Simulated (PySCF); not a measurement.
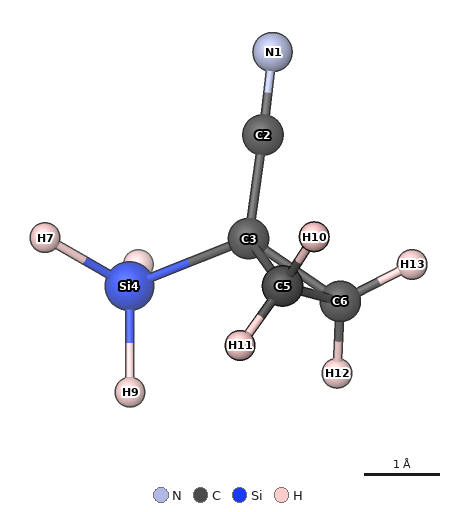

Starting structure of C4H7NSi. A ball-and-stick model, seen at a tilt.

The start comes from GFN2-xTB. Its atoms were then displaced at random by about 0.01 Å.

Level of theory: PBE0-D3(BJ)/def2-SVP geometry optimisation, gas phase (PySCF 2.14.0, density-fitted response routines).

```xyz
13

N    -0.1320    2.2433    1.7963
C    -0.1247    1.3625    1.0829
C    -0.0637    0.2566    0.1999
Si    1.7414   -0.1353   -0.4128
C    -1.2370    0.0376   -0.7118
C    -1.0337   -0.8569    0.4576
H     2.2231    1.0211   -1.1394
H     2.5567   -0.4517    0.7428
H     1.5744   -1.2906   -1.2763
H    -2.0416    0.7619   -0.6467
H    -1.0485   -0.3359   -1.6856
H    -0.6874   -1.8708    0.2838
H    -1.7213   -0.7587    1.2989
```

What does the optimiser find from here?

The atom that moves furthest after the best rigid fit is N1 (0.075 Å). By element the largest moves are N 0.075 Å, Si 0.061 Å, H 0.054 Å, C 0.046 Å. Some distances before and after: C3–Si4 1.946 → 1.890 Å, Si4–H7 1.448 → 1.491 Å, C5–H11 1.060 → 1.093 Å, N1–C2 1.133 → 1.160 Å. Among the angles between lasting bonds that change: H7–Si4–H8 112.8° → 109.9°, C3–Si4–H7 107.8° → 110.3°, C3–Si4–H9 103.9° → 106.3°. After 3 geometry steps the energy has fallen by 0.184 eV.

Step by step:

```tsv
step	E − E(0), eV
0	0.0000
1	-0.1789
2	-0.1831
3	-0.1835
```

Final geometry:

```xyz
13

N    -0.1531    2.3003    1.8405
C    -0.1283    1.3958    1.1150
C    -0.0546    0.2742    0.2203
Si    1.6817   -0.1359   -0.4021
C    -1.2350    0.0334   -0.7103
C    -1.0325   -0.8700    0.4505
H     2.2430    1.0145   -1.1668
H     2.5762   -0.4697    0.7432
H     1.5367   -1.3224   -1.2987
H    -2.0521    0.7577   -0.6694
H    -1.0072   -0.3373   -1.7134
H    -0.6632   -1.8845    0.2755
H    -1.7060   -0.7731    1.3055
```

After the run, drawn alike:

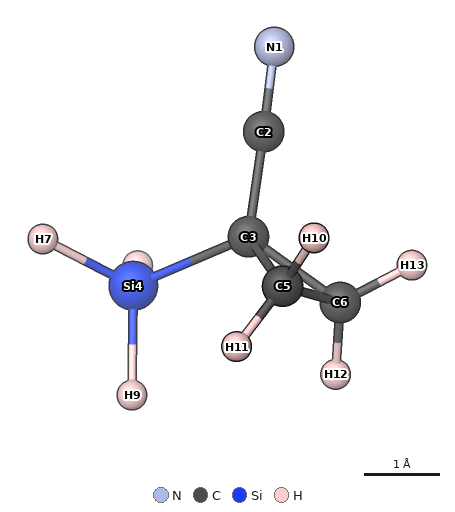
